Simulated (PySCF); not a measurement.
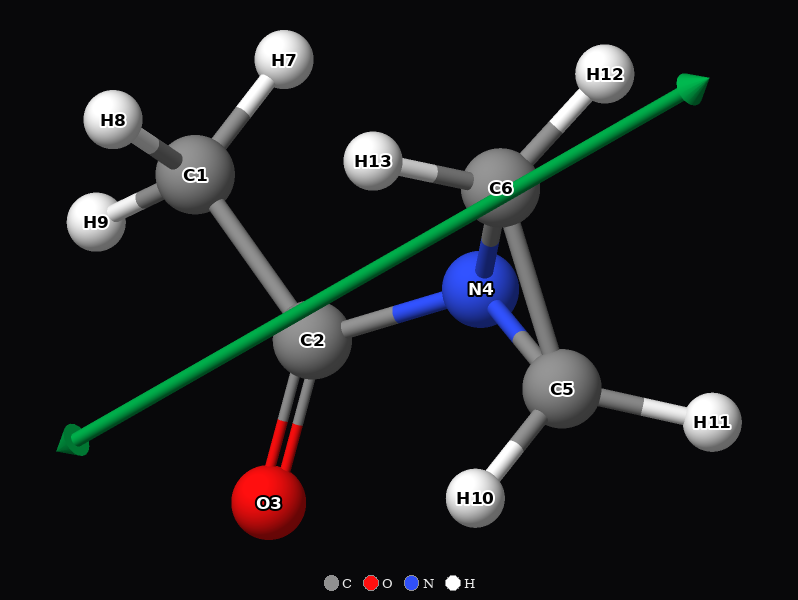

The double arrow shows the direction of the transition dipole to excited singlet state 2 (its length means nothing). The geometry was computed by an optimisation with PBE0-D3(BJ)/def2-SVP. No frequency run is at hand to confirm it as a minimum. Properties computed with TDDFT ωB97X-D/def2-SVPD, vertical, gas phase, core orbitals frozen in the response (PySCF 2.14.0).

Where does the transition lie, and how strong is it?

6.96 eV (178 nm), oscillator strength 0.16, mainly HOMO−1 → LUMO (weight 0.66); transition dipole 2.50 D.
